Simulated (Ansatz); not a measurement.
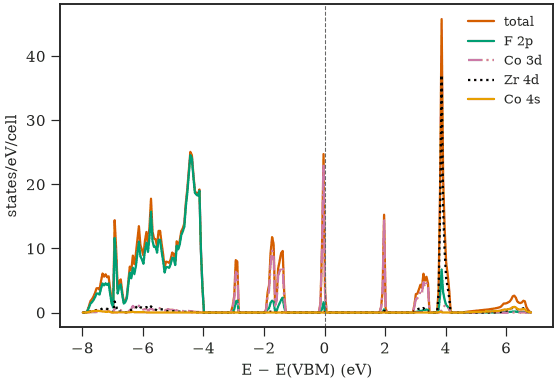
Total and projected density of states of ZrCoF6 in space group R-3 (No. 148; Co on 3a, Zr on 3b, F on 18f), the program Ansatz at the r²SCAN level (PAW)

Q: Which orbitals carry the states next to the gap?

A: Top 1 eV of the valence band: Co 3d 93 %, F 2p 6 %. Bottom 1 eV of the conduction band: Co 3d 94 %. Projections are on Löwdin-orthogonalised atomic valence shells; empty p or d shells of many metals are not among them.

Q: Where is the tallest occupied peak in this window, and what makes it?

A: Near -4.4 eV, about 25 states/eV per cell; the largest projected share is F 2p.

The workflow started from an entry of the Crystallography Open Database (COD), which files this formula under 2 space groups. Whether it is the stable phase at ambient conditions was not checked. Symmetry was held in the r²SCAN relaxation; whether a distortion lowers the energy is not shown. Magnetic state: ferromagnetic, the only order run, not a proven ground state. Other orbital occupations within this spin state were not tried. No Hubbard U is applied. Scalar-relativistic: spin–orbit coupling is off unless named, which matters more the heavier the elements.

Potentials: the later of the program's two PAW sets.
